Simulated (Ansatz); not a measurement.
YN: pressure series

Base system: YN in the rock salt structure (space group Fm-3m, No. 225; a = 4.896 Å).

Cell and atoms are relaxed at each pressure.

Calculations: r2SCAN (Ansatz, a first-principles code; PAW; 500 eV plane waves; no spin-orbit coupling).

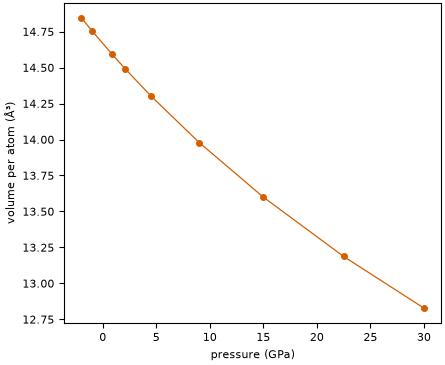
Volume against pressure

Task: Estimate the zero-pressure bulk modulus from the plot.

Result: About 170 GPa; a third-order Birch–Murnaghan fit to the points gives V₀ = 14.67 Å³/atom, B₀ = 170 GPa and B₀′ = 4.1.

Between the base and pressure 15 GPa the gap moves from 0.58 eV to 0.44 eV, a mean slope of -9.3 meV/GPa.

Load acts through the strain it causes; cell and atoms are relaxed under it. No phonon test of stability was made. No other phases were tried under pressure.
